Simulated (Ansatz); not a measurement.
Band structure of LaAl2 (Fd-3m, 6 atoms in the cell).

```
CELL_PARAMETERS angstrom
      0.00000     4.06447     4.06447
      4.06447     0.00000     4.06447
      4.06447     4.06447     0.00000
ATOMIC_POSITIONS crystal
  La 0.00000 0.00000 0.00000
  La 0.25000 0.25000 0.25000
  Al 0.62500 0.62500 0.62500
  Al 0.12500 0.62500 0.62500
  Al 0.62500 0.62500 0.12500
  Al 0.62500 0.12500 0.62500
```

Computed with PBEsol, PAW files made with PBE (plane waves; Ansatz, a quantum-chemistry and plane-wave program).

Settings: kpoints.mp_grid.grid = 5 5 5; hamiltonian.xc = pbesol; hamiltonian.pseudopotentials = {kind: paw} (the program's default PAW files); scf.occupations.method = gaussian; scf.occupations.width = 0.272 eV; kpoints.band_path.npoints = 8.

The starting cell comes from a database of computed structures (which also holds hypothetical and non-ambient phases and stackings), without a prior relaxation at this level.

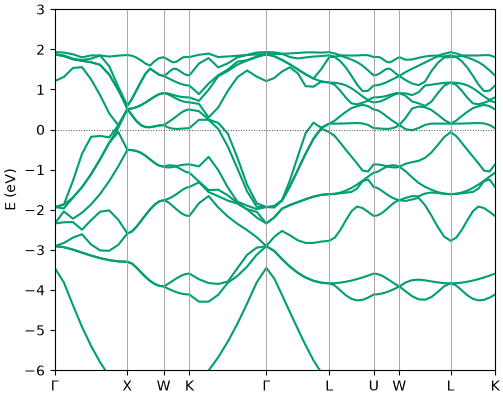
Figure. Bands along the path, energies from the Fermi level.

Levels in eV from the Fermi level, bands 13 to 20:
| point | 13 | 14 | 15 | 16 | 17 | 18 | 19 | 20 |
|---|---|---|---|---|---|---|---|---|
| Γ | -2.91 | -2.34 | -2.34 | -1.93 | -1.93 | -1.93 | 1.21 | 1.88 |
| X | -2.59 | -2.59 | -0.51 | -0.51 | 0.51 | 0.51 | 0.51 | 0.51 |
| W | -1.76 | -1.76 | -0.92 | -0.92 | 0.11 | 0.11 | 0.91 | 0.91 |
| K | -2.16 | -1.43 | -1.08 | -0.87 | 0.03 | 0.50 | 0.68 | 0.80 |
| L | -2.77 | -1.61 | -1.61 | -0.07 | 0.15 | 0.15 | 1.17 | 1.17 |
| U | -2.16 | -1.43 | -1.08 | -0.87 | 0.03 | 0.50 | 0.68 | 0.80 |

Bands cross the Fermi level along this path, so the cell is metallic at this level.

Keys are those of Ansatz 0.2.
